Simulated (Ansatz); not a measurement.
**C2H8GeOS: one species, many functionals**

Aim: compute C2H8GeOS with functionals from several rungs and with MP2. Orbital energies and run times are compared, and the correlation energy is taken apart.

Method: functionals in def2-TZVPP, the program's frozen cores in correlated methods; program: Ansatz 0.2.0, Gaussian basis.

Levels to be run: PBE-D4, r2SCAN-D4, PBE0-D4, B3LYP-D4, ωB97X-V, ωB97M-V, B2PLYP; MP2/def2-TZVPP; MP2/def2-QZVPP.

1 further run of the same task is left out (it didn't finish).

### 1 The geometry

An earlier PBE0-D4 in a triple-zeta def2 set relaxation fixed the geometry.

SMILES `C[O][GeH]([CH3])[SH]`, 13 atoms, charge 0, spin multiplicity 1.

Atoms are counted from 1 here; the program's logs count them from 0.

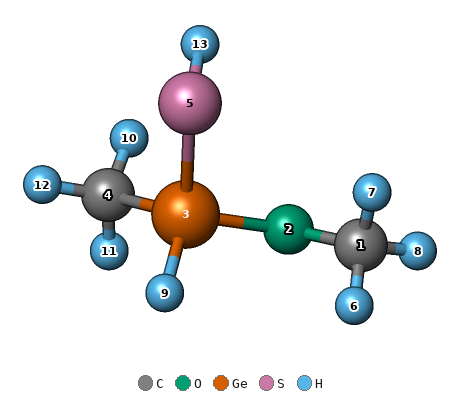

The geometry (carbon grey, oxygen teal, germanium orange, sulfur pink, hydrogen blue); atoms are numbered from 1 in the order of the file.

### 2 PBE-D4 (GGA)

Contents of in.yaml:

```yaml
crystal:
  periodic: [false, false, false]
  atoms:
    - {symbol: C, position_ang: [0.124899, -0.819026, -2.071818]}
    - {symbol: O, position_ang: [-0.099043, -0.924727, -0.686257]}
    - {symbol: Ge, position_ang: [0.431575, 0.393000, 0.382214]}
    - {symbol: C, position_ang: [-0.079382, -0.187325, 2.154601]}
    - {symbol: S, position_ang: [-0.544679, 2.302983, -0.216029]}
    - {symbol: H, position_ang: [1.195278, -0.771087, -2.312339]}
    - {symbol: H, position_ang: [-0.363204, 0.065322, -2.498833]}
    - {symbol: H, position_ang: [-0.291957, -1.708507, -2.549907]}
    - {symbol: H, position_ang: [1.935634, 0.652652, 0.163920]}
    - {symbol: H, position_ang: [-1.158502, -0.339555, 2.189206]}
    - {symbol: H, position_ang: [0.417478, -1.129966, 2.387373]}
    - {symbol: H, position_ang: [0.200960, 0.563997, 2.892727]}
    - {symbol: H, position_ang: [-1.769046, 1.902229, 0.165151]}
basis:
  gaussian: {orbitals: def2-TZVPP}
hamiltonian: {xc: pbe, dispersion: d4}
output: {forces: true, orbitals: {seedname: orbitals}}
```

Command:

```
$ ansatz run in.yaml --threads 2 --pin off --events-out ev --progress --plain --max-ram 22528MiB --backend cuda --devices 0, --max-vram 18GiB
```

The program printed (excerpt; [...] marks lines left out):

```text
Functional definition: PBE
  name "PBE"
  cite "Perdew, Burke & Ernzerhof, Phys. Rev. Lett. 77, 3865 (1996) doi:10.1103/PhysRevLett.77.3865"
  parent pbe
[...]
1625 factors; their error is unknown
[...]
mean field -71590.01992246 eV, -2630.8847066919 hartree, gradient 6.0e-5 eV, S^2 0.000000; 0 other end points of the search recorded, 0 dependent functions left out
[...]
reference -71590.01997004 eV, -2630.8847084407 hartree; 38, 38 occupied and 257, 257 virtual orbitals, 1625 factors
Total energy: -71590.31197568 eV, -2630.8954394501 hartree
Atom 0 at     0.124899    -0.819026    -2.071818 Å, force     0.051144     0.037445    -0.229881 eV/Å
Atom 1 at    -0.099043    -0.924727    -0.686257 Å, force    -0.271166    -0.512814     0.190631 eV/Å
Atom 2 at     0.431575     0.393000     0.382214 Å, force     0.161490     0.250715     0.217380 eV/Å
Atom 3 at    -0.079382    -0.187325     2.154601 Å, force    -0.012926    -0.042729     0.054109 eV/Å
Atom 4 at    -0.544679     2.302983    -0.216029 Å, force     0.118534     0.359239    -0.161970 eV/Å
Atom 5 at     1.195278    -0.771087    -2.312339 Å, force     0.232972     0.012795    -0.081816 eV/Å
Atom 6 at    -0.363204     0.065322    -2.498833 Å, force    -0.099676     0.189317    -0.116381 eV/Å
Atom 7 at    -0.291957    -1.708507    -2.549907 Å, force    -0.087868    -0.189154    -0.107706 eV/Å
Atom 8 at     1.935634     0.652652     0.163920 Å, force     0.187070     0.045380    -0.028434 eV/Å
Atom 9 at    -1.158502    -0.339555     2.189206 Å, force    -0.202949    -0.025938     0.005312 eV/Å
Atom 10 at     0.417478    -1.129966     2.387373 Å, force     0.093948    -0.178443     0.049863 eV/Å
Atom 11 at     0.200960     0.563997     2.892727 Å, force     0.054344     0.141459     0.130646 eV/Å
Atom 12 at    -1.769046     1.902229     0.165151 Å, force    -0.224917    -0.087272     0.078248 eV/Å
Dipole moment:     0.016208    -0.124960     0.172931 e Å
```

It took 7 s on 1 × H100 (card shared with other runs) with 2 threads of AMD EPYC 7R13, shared host; peak host memory 0.86 GiB.

HOMO -6.13 eV, LUMO -0.45 eV.

### 3 r2SCAN-D4 (meta-GGA)

Changes to in.yaml since step 2:

```diff
@@ -18,3 +18,3 @@
   gaussian: {orbitals: def2-TZVPP}
-hamiltonian: {xc: pbe, dispersion: d4}
+hamiltonian: {xc: r2scan, dispersion: d4}
 output: {forces: true, orbitals: {seedname: orbitals}}
```

Launched as before.

The program printed (excerpt; [...] marks lines left out):

```text
Functional definition: r2SCAN
  name "r2SCAN"
  cite "Furness, Kaplan, Ning, Perdew & Sun, J. Phys. Chem. Lett. 11, 8208 (2020) doi:10.1021/acs.jpclett.0c02405"
  cite "Furness, Kaplan, Ning, Perdew & Sun, J. Phys. Chem. Lett. 11, 9248 (2020) doi:10.1021/acs.jpclett.0c03077"
  parent r2scan
[...]
1625 factors; their error is unknown
[...]
mean field -71605.35306754 eV, -2631.4481893807 hartree, gradient 4.8e-5 eV, S^2 0.000000; 0 other end points of the search recorded, 0 dependent functions left out
[...]
reference -71605.35308090 eV, -2631.4481898717 hartree; 38, 38 occupied and 257, 257 virtual orbitals, 1625 factors
Total energy: -71605.42761147 eV, -2631.4509288193 hartree
Atom 0 at     0.124899    -0.819026    -2.071818 Å, force     0.053595     0.027309    -0.324045 eV/Å
Atom 1 at    -0.099043    -0.924727    -0.686257 Å, force    -0.094625    -0.118689     0.286897 eV/Å
[...]
Atom 3 at    -0.079382    -0.187325     2.154601 Å, force    -0.005162    -0.024072     0.023685 eV/Å
Atom 4 at    -0.544679     2.302983    -0.216029 Å, force    -0.005267     0.071799    -0.020178 eV/Å
Atom 5 at     1.195278    -0.771087    -2.312339 Å, force     0.001931     0.002443     0.000135 eV/Å
Atom 6 at    -0.363204     0.065322    -2.498833 Å, force     0.001873    -0.007007     0.001184 eV/Å
Atom 7 at    -0.291957    -1.708507    -2.549907 Å, force     0.005322     0.011583     0.012905 eV/Å
Atom 8 at     1.935634     0.652652     0.163920 Å, force    -0.036566    -0.005414     0.003255 eV/Å
Atom 9 at    -1.158502    -0.339555     2.189206 Å, force     0.021849     0.004373    -0.002914 eV/Å
Atom 10 at     0.417478    -1.129966     2.387373 Å, force    -0.011420     0.019199    -0.002930 eV/Å
Atom 11 at     0.200960     0.563997     2.892727 Å, force    -0.008175    -0.021914    -0.017924 eV/Å
Atom 12 at    -1.769046     1.902229     0.165151 Å, force    -0.004583    -0.016654     0.007207 eV/Å
Dipole moment:     0.017652    -0.129622     0.176474 e Å
```

Wall time 7 s (1 × H100 (card shared with other runs) with 2 threads of AMD EPYC 7R13, shared host); peak host memory 0.88 GiB.

HOMO -6.43 eV, LUMO -0.14 eV.

### 4 PBE0-D4 (hybrid)

Changes to in.yaml since step 3:

```diff
@@ -18,3 +18,3 @@
   gaussian: {orbitals: def2-TZVPP}
-hamiltonian: {xc: r2scan, dispersion: d4}
-output: {forces: true, orbitals: {seedname: orbitals}}
+hamiltonian: {xc: pbe0, dispersion: d4}
+output: {orbitals: {seedname: orbitals}}
```

Launched as before.

The program printed:

```text
Functional definition: PBE0
  name "PBE0"
  cite "Adamo & Barone, J. Chem. Phys. 110, 6158 (1999) doi:10.1063/1.478522"
  cite "Perdew, Burke & Ernzerhof, Phys. Rev. Lett. 77, 3865 (1996) doi:10.1103/PhysRevLett.77.3865"
  parent pbe
  parameter a = 0.25
  parameter kappa = 0.804
  parameter beta = 0.06672455060314922
  exchange = (1 - a)*pbe_x(kappa = kappa, mu = beta*pi^2/3) + a*exact_x
  correlation = pbe_c(beta = beta)
1699 factors; their error is unknown
mean field evaluation 1: about -71582.8369 eV, gradient 7.0e1 eV
mean field evaluation 2: about -71571.6438 eV, gradient 1.0e2 eV
mean field evaluation 4: about -71592.5460 eV, gradient 4.8e0 eV
mean field evaluation 8: about -71592.8576 eV, gradient 4.3e-1 eV
mean field evaluation 16: about -71592.8578 eV, gradient 7.4e-5 eV
mean field -71592.85780514 eV, -2630.9889969569 hartree, gradient 7.4e-5 eV, S^2 0.000000; 0 other end points of the search recorded, 0 dependent functions left out
reference -71592.85784020 eV, -2630.9889982452 hartree; 38, 38 occupied and 257, 257 virtual orbitals, 1699 factors
Total energy: -71593.10789247 eV, -2630.9981874969 hartree
```

Run time: 8 s. Hardware: 1 × H100 (card shared with other runs) with 2 threads of AMD EPYC 7R13, shared host; peak host memory 0.87 GiB.

HOMO -7.41 eV, LUMO 0.54 eV.

### 5 B3LYP-D4 (hybrid)

B3LYP here takes the VWN-RPA correlation.

Changes to in.yaml since step 4:

```diff
@@ -18,3 +18,3 @@
   gaussian: {orbitals: def2-TZVPP}
-hamiltonian: {xc: pbe0, dispersion: d4}
-output: {orbitals: {seedname: orbitals}}
+hamiltonian: {xc: {name: B3LYP}, dispersion: d4}
+output: {forces: true, orbitals: {seedname: orbitals}}
```

Same command.

The program printed (excerpt; [...] marks lines left out):

```text
Functional definition: B3LYP
  name "B3LYP"
  cite "Stephens, Devlin, Chabalowski & Frisch, J. Phys. Chem. 98, 11623 (1994) doi:10.1021/j100096a001"
  cite "Becke, Phys. Rev. A 38, 3098 (1988) doi:10.1103/PhysRevA.38.3098"
  cite "Lee, Yang & Parr, Phys. Rev. B 37, 785 (1988) doi:10.1103/PhysRevB.37.785"
  cite "Vosko, Wilk & Nusair, Can. J. Phys. 58, 1200 (1980) doi:10.1139/p80-159"
[...]
1668 factors; their error is unknown
[...]
mean field -71610.62026745 eV, -2631.6417554070 hartree, gradient 2.0e-5 eV, S^2 0.000000; 0 other end points of the search recorded, 0 dependent functions left out
[...]
reference -71610.62058049 eV, -2631.6417669111 hartree; 38, 38 occupied and 257, 257 virtual orbitals, 1668 factors
Total energy: -71611.08953803 eV, -2631.6590007826 hartree
Atom 0 at     0.124899    -0.819026    -2.071818 Å, force     0.020078    -0.031943    -0.384943 eV/Å
[...]
Atom 3 at    -0.079382    -0.187325     2.154601 Å, force    -0.056878    -0.082097     0.225522 eV/Å
Atom 4 at    -0.544679     2.302983    -0.216029 Å, force    -0.123876     0.209416    -0.058455 eV/Å
Atom 5 at     1.195278    -0.771087    -2.312339 Å, force    -0.050625    -0.001346     0.006281 eV/Å
Atom 6 at    -0.363204     0.065322    -2.498833 Å, force     0.030141    -0.057179     0.015381 eV/Å
Atom 7 at    -0.291957    -1.708507    -2.549907 Å, force     0.026127     0.049555     0.012752 eV/Å
Atom 8 at     1.935634     0.652652     0.163920 Å, force     0.016220    -0.005429    -0.001921 eV/Å
Atom 9 at    -1.158502    -0.339555     2.189206 Å, force     0.061059     0.008269     0.004797 eV/Å
Atom 10 at     0.417478    -1.129966     2.387373 Å, force    -0.031880     0.051984     0.000445 eV/Å
Atom 11 at     0.200960     0.563997     2.892727 Å, force    -0.019073    -0.049771    -0.032544 eV/Å
Atom 12 at    -1.769046     1.902229     0.165151 Å, force    -0.005207     0.021664    -0.008227 eV/Å
Dipole moment:     0.029732    -0.110985     0.166470 e Å
```

Wall time 9 s (1 × H100 (card shared with other runs) with 2 threads of AMD EPYC 7R13, shared host); peak host memory 0.94 GiB.

HOMO -7.14 eV, LUMO 0.24 eV.

### 6 ωB97X-V (range-separated)

Changes to in.yaml since step 5:

```diff
@@ -18,3 +18,3 @@
   gaussian: {orbitals: def2-TZVPP}
-hamiltonian: {xc: {name: B3LYP}, dispersion: d4}
-output: {forces: true, orbitals: {seedname: orbitals}}
+hamiltonian: {xc: {name: wB97X-V}}
+output: {orbitals: {seedname: orbitals}}
```

Launched as before.

The program printed (excerpt; [...] marks lines left out):

```text
Functional definition: wB97X-V
  name "wB97X-V"
  cite "Mardirossian & Head-Gordon, Phys. Chem. Chem. Phys. 16, 9904 (2014) doi:10.1039/C3CP54374A"
  cite "Becke, J. Chem. Phys. 107, 8554 (1997) doi:10.1063/1.475007"
  cite "Vydrov & Van Voorhis, J. Chem. Phys. 133, 244103 (2010) doi:10.1063/1.3521275"
[...]
      + integral(e_c_pw_opposite_spin*poly(b97_u_opposite, cos0, cos1)) + vv10(b, c)
1663 factors; their error is unknown
376 factors; integrals over basis functions are off by at most 1.1e-5 eV
[...]
mean field -71600.63590107 eV, -2631.2748367103 hartree, gradient 1.6e-5 eV, S^2 0.000000; 0 other end points of the search recorded, 0 dependent functions left out
reference -71600.63589884 eV, -2631.2748366284 hartree; 38, 38 occupied and 257, 257 virtual orbitals, 1663 factors
Total energy: -71600.63589884 eV, -2631.2748366284 hartree
```

Run time: 12 s. Hardware: 1 × H100 (card shared with other runs) with 2 threads of AMD EPYC 7R13, shared host; peak host memory 0.93 GiB.

HOMO -9.80 eV, LUMO 2.65 eV.

### 7 ωB97M-V (range-separated)

Changes to in.yaml since step 6:

```diff
@@ -18,3 +18,3 @@
   gaussian: {orbitals: def2-TZVPP}
-hamiltonian: {xc: {name: wB97X-V}}
-output: {orbitals: {seedname: orbitals}}
+hamiltonian: {xc: {name: wB97M-V}}
+output: {forces: true, orbitals: {seedname: orbitals}}
```

Same command.

The program printed (excerpt; [...] marks lines left out):

```text
Functional definition: wB97M-V
  name "wB97M-V"
  cite "Mardirossian & Head-Gordon, J. Chem. Phys. 144, 214110 (2016) doi:10.1063/1.4952647"
  cite "Becke, J. Chem. Phys. 107, 8554 (1997) doi:10.1063/1.475007"
  cite "Vydrov & Van Voorhis, J. Chem. Phys. 133, 244103 (2010) doi:10.1063/1.3521275"
  # Of w^i u^j: cxij and so on, Table III.
[...]
  gx(w, u) = 1 - cx + cx01*u + cx10*w
  gss(w, u) = css00 + css04*u^4 + css10*w + css20*w^2 + css43*w^4*u^3
  gos(w, u) = cos00 + cos10*w + (cos20 + cos21*u)*w^2 + (cos60 + cos61*u)*w^6
[...]
      + integral(e_c_pw_mod_opposite_spin*gos(b97_w_opposite, b97_u_opposite)) + vv10(b, c)
1660 factors; their error is unknown
376 factors; integrals over basis functions are off by at most 1.1e-5 eV
[...]
Atom 3 at    -0.079382    -0.187325     2.154601 Å, force    -0.000344    -0.008032     0.012737 eV/Å
Atom 4 at    -0.544679     2.302983    -0.216029 Å, force    -0.075085    -0.047135     0.025247 eV/Å
Atom 5 at     1.195278    -0.771087    -2.312339 Å, force    -0.084886    -0.001671     0.027488 eV/Å
Atom 6 at    -0.363204     0.065322    -2.498833 Å, force     0.039304    -0.074255     0.037302 eV/Å
Atom 7 at    -0.291957    -1.708507    -2.549907 Å, force     0.042889     0.086537     0.029647 eV/Å
Atom 8 at     1.935634     0.652652     0.163920 Å, force    -0.107526    -0.028048     0.010078 eV/Å
Atom 9 at    -1.158502    -0.339555     2.189206 Å, force     0.077721     0.011903    -0.000869 eV/Å
Atom 10 at     0.417478    -1.129966     2.387373 Å, force    -0.042421     0.074960    -0.011238 eV/Å
Atom 11 at     0.200960     0.563997     2.892727 Å, force    -0.024193    -0.060210    -0.044797 eV/Å
Atom 12 at    -1.769046     1.902229     0.165151 Å, force     0.078542     0.019238    -0.022489 eV/Å
Dipole moment:     0.033581    -0.106165     0.167599 e Å
```

Wall time 13 s (1 × H100 (card shared with other runs) with 2 threads of AMD EPYC 7R13, shared host); peak host memory 0.99 GiB.

HOMO -9.63 eV, LUMO 2.32 eV.

### 8 B2PLYP (double hybrid)

Changes to in.yaml since step 7:

```diff
@@ -18,3 +18,2 @@
   gaussian: {orbitals: def2-TZVPP}
-hamiltonian: {xc: {name: wB97M-V}}
-output: {forces: true, orbitals: {seedname: orbitals}}
+hamiltonian: {xc: {name: B2PLYP}}
```

Same command.

The program printed (excerpt; [...] marks lines left out):

```text
Functional definition: B2PLYP
  name "B2PLYP"
  cite "Grimme, J. Chem. Phys. 124, 034108 (2006) doi:10.1063/1.2148954"
  cite "Becke, Phys. Rev. A 38, 3098 (1988) doi:10.1103/PhysRevA.38.3098"
  cite "Lee, Yang & Parr, Phys. Rev. B 37, 785 (1988) doi:10.1103/PhysRevB.37.785"
[...]
1743 factors; integrals over basis functions are off by at most 1.2e-3 eV
[...]
mean field -71582.57724445 eV, -2630.6111933200 hartree, gradient 9.4e-6 eV, S^2 0.000000; 0 other end points of the search recorded, 0 dependent functions left out
17 core orbitals not correlated: weight in the atoms' cores, before any rotation towards them, 1.000 or more for the frozen orbitals, at most 0.000 for the correlated occupied ones
reference -71582.57744157 eV, -2630.6112005640 hartree; 21, 21 occupied and 257, 257 virtual orbitals, 1743 factors
second order -34.02399510 eV of doubles, -0.00000000 eV of singles
Total energy: -71591.76392025 eV, -2630.9487974286 hartree
```

It took 6 s on 1 × H100 (card shared with other runs) with 2 threads of AMD EPYC 7R13, shared host; peak host memory 1.3 GiB.

### 9 Frontier levels by functional

Dipoles come from the runs that computed forces. Levels are read from the orbital files that the runs wrote:

```tsv
functional	HOMO (eV)	LUMO (eV)	gap (eV)	dipole (D)	time
PBE-D4	-6.13	-0.45	5.68	1.03	7 s
r2SCAN-D4	-6.43	-0.14	6.28	1.06	7 s
PBE0-D4	-7.41	0.54	7.95		8 s
B3LYP-D4	-7.14	0.24	7.39	0.97	9 s
ωB97X-V	-9.80	2.65	12.45		12 s
ωB97M-V	-9.63	2.32	11.96	0.97	13 s
```

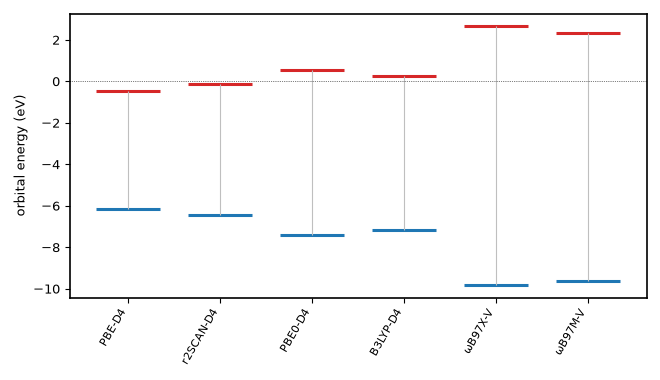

Highest occupied (blue) and lowest empty (red) level by functional.

### 10 MP2 in def2-TZVPP

Changes to in.yaml since step 8:

```diff
@@ -18,2 +18,2 @@
   gaussian: {orbitals: def2-TZVPP}
-hamiltonian: {xc: {name: B2PLYP}}
+correlation: {method: mp2}
```

Same command.

The program printed:

```text
Functional definition: HF
  name "HF"
  cite "Fock, Z. Phys. 61, 126 (1930) doi:10.1007/BF01340294"
  parent pbe
  exchange = exact_x
  correlation = 0
1743 factors; integrals over basis functions are off by at most 1.2e-3 eV
mean field evaluation 1: about -71514.9948 eV, gradient 4.1e1 eV
mean field evaluation 2: about -71515.2383 eV, gradient 4.1e1 eV
mean field evaluation 4: about -71519.1244 eV, gradient 5.2e0 eV
mean field evaluation 8: about -71519.2083 eV, gradient 3.1e-1 eV
mean field evaluation 16: about -71519.2089 eV, gradient 1.8e-6 eV
mean field -71519.20891661 eV, -2628.2824502246 hartree, gradient 1.8e-6 eV, S^2 0.000000; 0 other end points of the search recorded, 0 dependent functions left out
17 core orbitals not correlated: weight in the atoms' cores, before any rotation towards them, 1.000 or more for the frozen orbitals, at most 0.000 for the correlated occupied ones
reference -71519.20891661 eV, -2628.2824502246 hartree; 21, 21 occupied and 257, 257 virtual orbitals, 1743 factors
second order -27.99963592 eV of doubles, -0.00000000 eV of singles
Total energy: -71547.20855254 eV, -2629.3114178660 hartree
```

Wall time 2.1 s (1 × H100 (card shared with other runs) with 2 threads of AMD EPYC 7R13, shared host); peak host memory 0.84 GiB.

### 11 MP2 in def2-QZVPP

Changes to in.yaml since step 10:

```diff
@@ -17,3 +17,3 @@
 basis:
-  gaussian: {orbitals: def2-TZVPP}
+  gaussian: {orbitals: "def2-QZVPP.json"}
 correlation: {method: mp2}
```

The command is unchanged.

The program printed:

```text
Functional definition: HF
  name "HF"
  cite "Fock, Z. Phys. 61, 126 (1930) doi:10.1007/BF01340294"
  parent pbe
  exchange = exact_x
  correlation = 0
3464 factors; integrals over basis functions are off by at most 8.3e-4 eV
mean field evaluation 1: about -71516.3555 eV, gradient 4.3e1 eV
mean field evaluation 2: about -71516.5160 eV, gradient 4.3e1 eV
mean field evaluation 4: about -71520.7694 eV, gradient 5.5e0 eV
mean field evaluation 8: about -71520.8581 eV, gradient 3.4e-1 eV
mean field evaluation 16: about -71520.8593 eV, gradient 2.3e-6 eV
mean field -71520.85928901 eV, -2628.3431002917 hartree, gradient 2.3e-6 eV, S^2 0.000000; 0 other end points of the search recorded, 0 dependent functions left out
17 core orbitals not correlated: weight in the atoms' cores, before any rotation towards them, 1.000 or more for the frozen orbitals, at most 0.000 for the correlated occupied ones
reference -71520.85928901 eV, -2628.3431002917 hartree; 21, 21 occupied and 532, 532 virtual orbitals, 3464 factors
second order -36.72891972 eV of doubles, -0.00000000 eV of singles
Total energy: -71557.58820873 eV, -2629.6928631955 hartree
```

Run time: 5.5 s. Hardware: 1 × H100 (card shared with other runs) with 2 threads of AMD EPYC 7R13, shared host; peak host memory 1.2 GiB.

Energy pieces by basis (eV):

```tsv
basis	HF	MP2 correlation	total
def2-TZVPP	-71519.2089	-27.9996	-71547.2086 (MP2)
def2-QZVPP	-71520.8593	-36.7289	-71557.5882 (MP2)
```

### 12 Results

| quantity | value |
| --- | --- |
| gap, smallest and largest | 5.68 eV (PBE-D4), 12.45 eV (ωB97X-V) |

Orbital gaps span 5.7 to 12.4 eV; exact exchange widens them. Correlated methods include outer-core shells of Ge, which these sets cover unevenly.
